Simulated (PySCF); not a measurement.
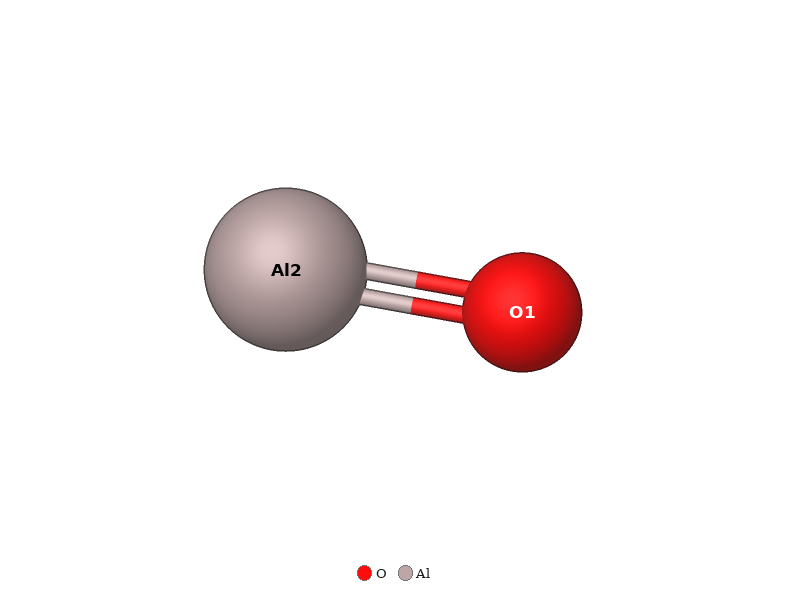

The species is neutral and a spin doublet. Computed geometry: GFN2-xTB optimisation. No frequency run is at hand to confirm it as a minimum. Properties computed with UKS B3LYP, pcH-1 on Al O, non-relativistic (PySCF 2.14.0).

Give the isotropic hyperfine couplings (Fermi-contact term alone) of O1, Al2.

```tsv
atom	isotope	a_iso (MHz)
O1	17O	8.4
Al2	27Al	506.9
```

The geometry is semi-empirical. Around Al such bond lengths and angles can be off by a tenth of an ångström or more and by several degrees, and values that hang on the shape move with them.
